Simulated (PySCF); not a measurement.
Run report: Si₂NH₆O₂, geometry relaxation

Si₂NH₆O₂, multiplicity 2, computed with PBE0-D3(BJ)/def2-SVP geometry optimisation, gas phase (PySCF 2.14.0).

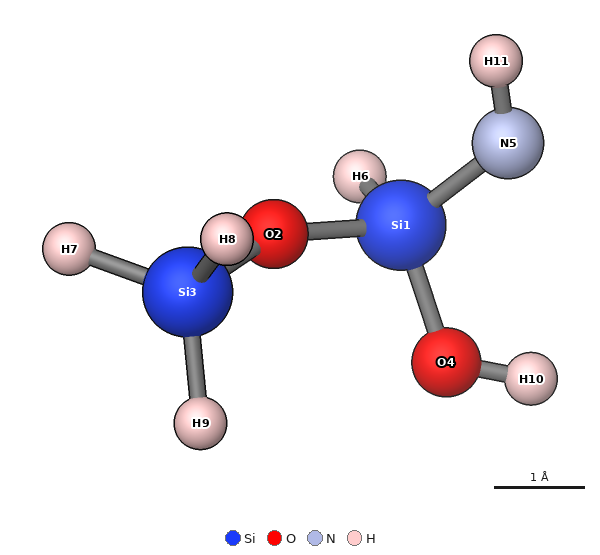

*The structure as given in the input (ball-and-stick view, seen at a tilt; atoms are numbered from 1 in the order of the input).*

### Key numbers

```json
{"quantity": "outcome", "value": "converged"}
{"quantity": "total energy", "value": "−787.055319 hartree"}
{"quantity": "⟨S²⟩", "value": "0.753"}
{"quantity": "dipole moment", "value": "0.79 D"}
{"quantity": "point group", "value": "C1"}
{"quantity": "hardware", "value": "1 CPU thread, shared host"}
{"quantity": "wall time", "value": "4 min"}
{"quantity": "peak memory", "value": "0.58 GiB"}
```

### The input
```
{"job": {"xc": "PBE0", "basis": "def2-SVP", "d3": "d3bj", "grid": 2, "kind": "geom", "shake": 0.01}, "charge": 0, "multiplicity": 2}
Si    -0.248780    -1.058990     0.448498
O     -0.026149     0.062822    -0.726672
Si     0.125483     1.589706    -1.238798
O     -1.328851    -0.417380     1.465899
N      1.113108    -1.518187     1.280008
H     -0.850120    -2.145143    -0.316073
H     -0.059040     1.477612    -2.672745
H      1.529953     2.011725    -0.912946
H     -0.831393     2.466145    -0.556510
H     -1.360189    -0.716386     2.385178
H      1.968666    -1.780424     0.854460
```

The first line tells a small driver script what to run in PySCF; the rest is the geometry in Å.

Command:
```bash
OMP_NUM_THREADS=1 python <driver script> task.json out
```

### Log
```
step   0  E = -787.04149108  max force = 0.039012
step   1  E = -787.05312273  max force = 0.009553
step   2  E = -787.05397665  max force = 0.005392
step   3  E = -787.05429698  max force = 0.002178
step   4  E = -787.05442576  max force = 0.002543
step   5  E = -787.05450220  max force = 0.001818
step   6  E = -787.05456824  max force = 0.001767
step   7  E = -787.05464108  max force = 0.001689
step   8  E = -787.05470099  max force = 0.001244
step   9  E = -787.05474179  max force = 0.000542
step  10  E = -787.05478650  max force = 0.000917
step  11  E = -787.05488203  max force = 0.002939
step  12  E = -787.05491024  max force = 0.005302
step  13  E = -787.05506001  max force = 0.003763
step  14  E = -787.05524385  max force = 0.001454
step  15  E = -787.05530955  max force = 0.000988
step  16  E = -787.05531385  max force = 0.000529
step  17  E = -787.05531889  max force = 0.000299
optimisation converged
```

### Trajectory as extended XYZ (Å, eV, eV/Å), 9 of the 18 frames kept, from step=0 to step=17
```
11
Properties=species:S:1:pos:R:3:forces:R:3 step=0 energy=-21416.48983
Si   -0.2488   -1.0590    0.4485   -1.5288   0.7567  -2.0061
O    -0.0261    0.0628   -0.7267    0.0637  -1.0119   0.5312
Si    0.1255    1.5897   -1.2388    0.8693   0.3453   0.2642
O    -1.3289   -0.4174    1.4659   -0.8040   0.4047   1.3248
N     1.1131   -1.5182    1.2800    0.6680  -0.5252   1.9324
H    -0.8501   -2.1451   -0.3161   -0.0286  -0.8799  -0.0317
H    -0.0590    1.4776   -2.6728   -0.1509   0.4032  -0.8573
H     1.5299    2.0117   -0.9130   -0.1095   0.2593  -0.1322
H    -0.8314    2.4661   -0.5565   -0.3392   0.4263   0.0646
H    -1.3602   -0.7164    2.3852    0.0795   0.1170  -0.3792
H     1.9687   -1.7804    0.8545    1.2805  -0.2954  -0.7108
11
Properties=species:S:1:pos:R:3:forces:R:3 step=2 energy=-21416.82958
Si   -0.3086   -1.0783    0.4335   -0.1119  -0.0253  -0.0839
O    -0.0288    0.0463   -0.7244    0.0529   0.0667  -0.1484
Si    0.1605    1.6058   -1.2572   -0.0556  -0.0613   0.0551
O    -1.3782   -0.4161    1.5011   -0.0497   0.0438  -0.0067
N     1.0963   -1.5818    1.3293    0.1218  -0.1176   0.2773
H    -0.8235   -2.3146   -0.2180   -0.0310   0.0335  -0.0139
H    -0.0257    1.6259   -2.7359    0.0098  -0.0065  -0.0019
H     1.5375    2.0820   -0.9292    0.0055   0.0103   0.0000
H    -0.8416    2.5077   -0.6180    0.0116   0.0028   0.0042
H    -1.3185   -0.7285    2.4079    0.0352  -0.0199   0.0225
H     1.9628   -1.7774    0.8196    0.0113   0.0735  -0.1042
11
Properties=species:S:1:pos:R:3:forces:R:3 step=4 energy=-21416.84180
Si   -0.3165   -1.0923    0.4294    0.0011   0.0526  -0.0162
O    -0.0270    0.0227   -0.7424    0.0269  -0.1307   0.0131
Si    0.1576    1.5880   -1.2470    0.0326   0.0725  -0.0036
O    -1.3749   -0.4134    1.5006   -0.0014  -0.0305   0.0437
N     1.1020   -1.5900    1.3394   -0.0564  -0.0211  -0.0451
H    -0.8569   -2.3108   -0.2305    0.0116  -0.0115   0.0179
H    -0.0038    1.6232   -2.7284   -0.0066   0.0094   0.0044
H     1.5292    2.0682   -0.8956   -0.0116   0.0048  -0.0030
H    -0.8515    2.4792   -0.6053   -0.0095   0.0006  -0.0030
H    -1.2845   -0.7201    2.4084    0.0016   0.0265  -0.0135
H     1.9587   -1.6836    0.7801    0.0118   0.0273   0.0054
11
Properties=species:S:1:pos:R:3:forces:R:3 step=6 energy=-21416.84568
Si   -0.3256   -1.1061    0.4149    0.0450   0.0067   0.0893
O    -0.0212   -0.0092   -0.7703    0.0102  -0.0053  -0.0456
Si    0.1551    1.5738   -1.2355   -0.0265   0.0177   0.0187
O    -1.3659   -0.4090    1.4948    0.0006  -0.0156  -0.0284
N     1.0981   -1.6042    1.3204   -0.0331   0.0061  -0.0909
H    -0.8785   -2.3283   -0.2247   -0.0082   0.0013  -0.0021
H     0.0225    1.6441   -2.7180    0.0015  -0.0056  -0.0007
H     1.5098    2.0677   -0.8436    0.0046  -0.0056   0.0042
H    -0.8825    2.4340   -0.5961    0.0002  -0.0032  -0.0014
H    -1.2385   -0.6785    2.4095    0.0044   0.0089   0.0072
H     1.9589   -1.6134    0.7573    0.0013  -0.0052   0.0496
11
Properties=species:S:1:pos:R:3:forces:R:3 step=8 energy=-21416.84929
Si   -0.3203   -1.1183    0.3905    0.0152  -0.0387   0.0443
O    -0.0046   -0.0455   -0.8163    0.0059   0.0640  -0.0496
Si    0.1355    1.5617   -1.2199   -0.0370  -0.0413   0.0190
O    -1.3318   -0.3841    1.4736   -0.0020   0.0214  -0.0185
N     1.0920   -1.6432    1.2907    0.0091   0.0134  -0.0060
H    -0.9098   -2.3360   -0.2230   -0.0088   0.0100  -0.0123
H     0.0585    1.6774   -2.7032    0.0075  -0.0058  -0.0033
H     1.4561    2.0843   -0.7557    0.0045   0.0023   0.0037
H    -0.9571    2.3628   -0.5958    0.0039   0.0003   0.0001
H    -1.1633   -0.5967    2.3965    0.0017  -0.0109   0.0084
H     1.9773   -1.5915    0.7714    0.0000  -0.0147   0.0141
11
Properties=species:S:1:pos:R:3:forces:R:3 step=11 energy=-21416.85421
Si   -0.2819   -1.1087    0.3754   -0.0549   0.0687  -0.1292
O     0.0591   -0.0704   -0.8626    0.0211  -0.1511   0.0957
Si    0.0745    1.5536   -1.2105    0.0521   0.0997  -0.0127
O    -1.1866   -0.2617    1.4727    0.0253   0.0068   0.0474
N     1.0892   -1.7485    1.2534    0.0034  -0.0191   0.0599
H    -0.9998   -2.2702   -0.2087    0.0128  -0.0249   0.0317
H     0.2491    1.6985   -2.6833   -0.0081   0.0088   0.0038
H     1.2248    2.2120   -0.5171   -0.0180   0.0014  -0.0050
H    -1.1938    2.2092   -0.7810   -0.0143  -0.0030  -0.0147
H    -0.9981   -0.4636    2.3948   -0.0221  -0.0035  -0.0163
H     1.9959   -1.7793    0.7756    0.0026   0.0161  -0.0606
11
Properties=species:S:1:pos:R:3:forces:R:3 step=13 energy=-21416.85906
Si   -0.2615   -1.0938    0.3816   -0.0449   0.1098  -0.1206
O     0.1043   -0.0718   -0.8639    0.0215  -0.1935   0.1008
Si    0.0462    1.5521   -1.2106    0.0584   0.1311  -0.0086
O    -1.0885   -0.1864    1.4938    0.0234  -0.0272   0.0496
N     1.0907   -1.8077    1.2301   -0.0030  -0.0254   0.0436
H    -1.0574   -2.2160   -0.1784    0.0118  -0.0289   0.0358
H     0.4108    1.7146   -2.6466   -0.0122   0.0089   0.0037
H     1.0350    2.2965   -0.3714   -0.0162  -0.0044  -0.0064
H    -1.3161    2.1073   -0.9671   -0.0130  -0.0071  -0.0167
H    -0.9099   -0.4119    2.4126   -0.0246   0.0127  -0.0201
H     1.9788   -1.9121    0.7286   -0.0011   0.0240  -0.0611
11
Properties=species:S:1:pos:R:3:forces:R:3 step=15 energy=-21416.86585
Si   -0.2555   -1.0756    0.4033    0.0085   0.0130   0.0508
O     0.1439   -0.0688   -0.8391   -0.0139   0.0105  -0.0142
Si    0.0395    1.5535   -1.2085    0.0032  -0.0013  -0.0080
O    -1.0095   -0.1357    1.5411    0.0142  -0.0311  -0.0247
N     1.1034   -1.8553    1.1877   -0.0018  -0.0024  -0.0150
H    -1.1173   -2.1674   -0.1208   -0.0065   0.0028  -0.0031
H     0.6166    1.7376   -2.5698    0.0021  -0.0013   0.0013
H     0.8204    2.3678   -0.2307    0.0006  -0.0030   0.0051
H    -1.3824    2.0052   -1.2056    0.0016  -0.0007   0.0014
H    -0.8573   -0.3931    2.4556   -0.0055   0.0123   0.0011
H     1.9306   -1.9972    0.5953   -0.0025   0.0013   0.0054
11
Properties=species:S:1:pos:R:3:forces:R:3 step=17 energy=-21416.86610
Si   -0.2573   -1.0761    0.4063    0.0043  -0.0047  -0.0154
O     0.1387   -0.0716   -0.8398   -0.0127   0.0042  -0.0115
Si    0.0420    1.5511   -1.2092    0.0071  -0.0105   0.0130
O    -1.0093   -0.1340    1.5407   -0.0056   0.0103   0.0126
N     1.1042   -1.8571    1.1832   -0.0011  -0.0038   0.0065
H    -1.1243   -2.1658   -0.1146    0.0032   0.0006   0.0013
H     0.6302    1.7347   -2.5658    0.0015   0.0005  -0.0007
H     0.8182    2.3600   -0.2228   -0.0008   0.0019  -0.0032
H    -1.3783    2.0074   -1.2152    0.0007   0.0012  -0.0026
H    -0.8607   -0.3798    2.4586    0.0012   0.0002   0.0010
H     1.9288   -1.9979    0.5874    0.0022   0.0002  -0.0010
```

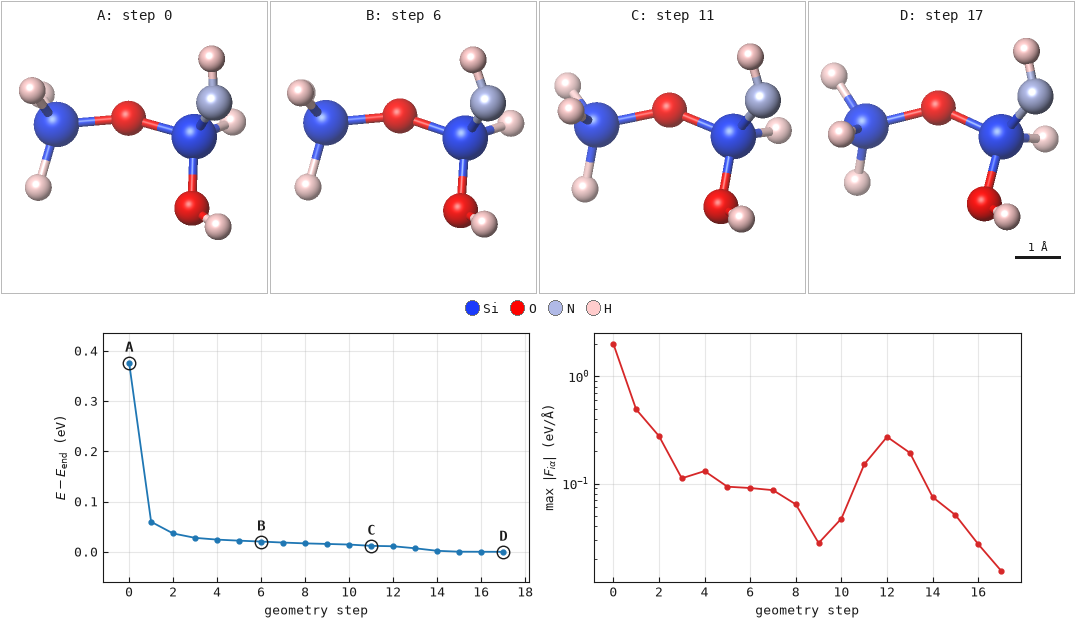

*Frames of the relaxation (ball-and-stick view, seen at a tilt) above the curves, on which the letters mark them (steps are counted from 0).*

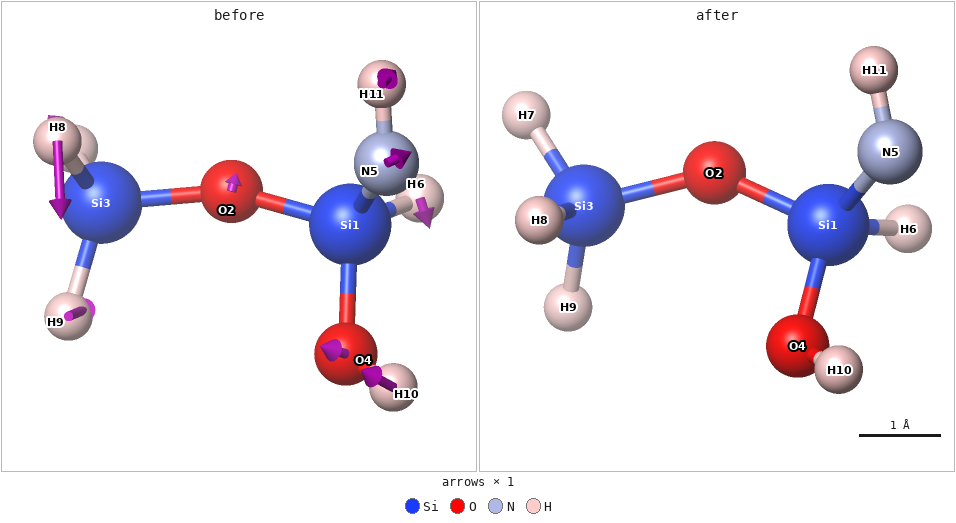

*Before (left) and after (right) the relaxation, at one scale (ball-and-stick view, seen at a tilt). The pink arrows give the displacements, at true length.*

After 17 geometry steps the energy has fallen by 0.376 eV. Largest force component: 2 eV/Å at the start, 0.015 eV/Å at the end. H8 moves most after the best rigid fit: 0.99 Å. By element the largest moves are H 0.99 Å, O 0.46 Å, N 0.39 Å, Si 0.07 Å. Distances before and after: Si1–N5 1.660 → 1.751 Å, O2–Si3 1.618 → 1.667 Å, Si3–H7 1.450 → 1.490 Å, Si1–O4 1.617 → 1.655 Å. Among the angles that change: Si1–O2–Si3 152.3° → 138.3°, Si1–N5–H11 124.5° → 115.3°, O2–Si1–H6 100.9° → 108.8°. (Atoms are counted from 1 in the order of the input.)
